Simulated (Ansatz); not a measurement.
# Si3Sn: what the fields show

```
CELL_PARAMETERS angstrom
4.06034 0.00000 0.00000
0.00000 4.06034 0.00000
0.00000 0.00000 5.79705
ATOMIC_POSITIONS crystal
Si 0.50000 0.00000 0.22469
Si 0.00000 0.50000 0.77531
Si 0.50000 0.50000 0.00000
Sn 0.00000 0.00000 0.50000
```

Space group P-4m2; a structure generated by program, which may or may not match a known phase.

Method: DFT PBE, scalar-relativistic, plane waves, PAW (Ansatz 0.2.0).

Core electrons are frozen (PAW), and the valence fields are smoothed inside the atomic spheres.

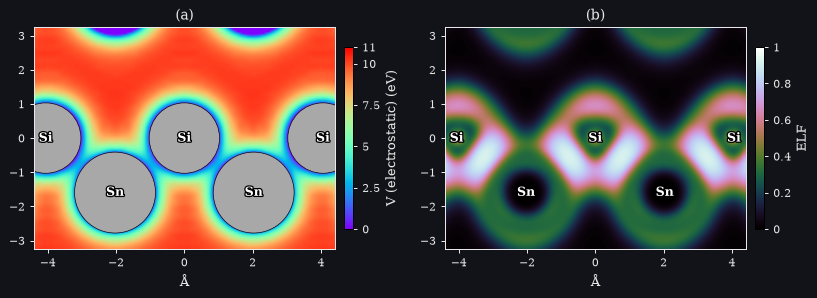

Figure 1. (a) electrostatic potential (local pseudopotential plus Hartree) felt by an electron; (b) ELF on the (100) plane of the conventional cell. Grey discs cover the atomic cores in the potential map.

**Interpret the plot.**

- The section cuts through Si and Sn sites.
- Si–Sn (2.58 Å): the ELF peaks at about 0.90 in the valence shell of Si, 1.0 Å from its nucleus, and is about 0.75 at the midpoint.
- Outside the cores the potential energy rises away from the atoms and is highest about 2.4 Å from the nearest atoms; its zero is arbitrary.

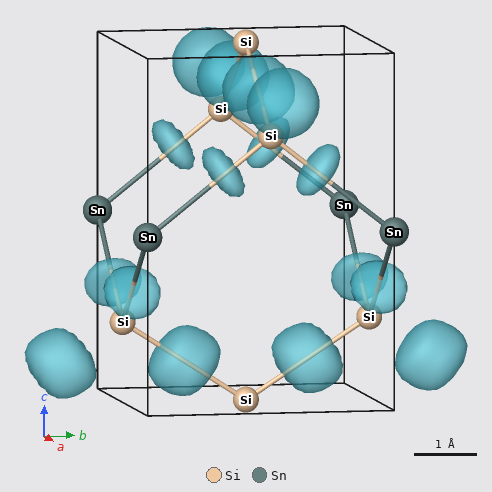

Figure 2. Isosurface of the electron localisation function at 0.85 (cyan), seen slightly off an axis. Core shells and regions of very low density are left out. Sticks mark near contacts.

**Where are the electrons localised?**

The surface consists of four regions between bonded Si–Si atoms (shared pairs) and four lobes of the valence shell of Si pointing towards Sn (polar bonds), counted in one cell of 4 atoms. Any copies at cell faces, edges or corners count once. Along the contacts the grid gives the following. Si–Si (2.41 Å): the ELF peaks at about 0.95 between the atoms; localised, covalent bonding.
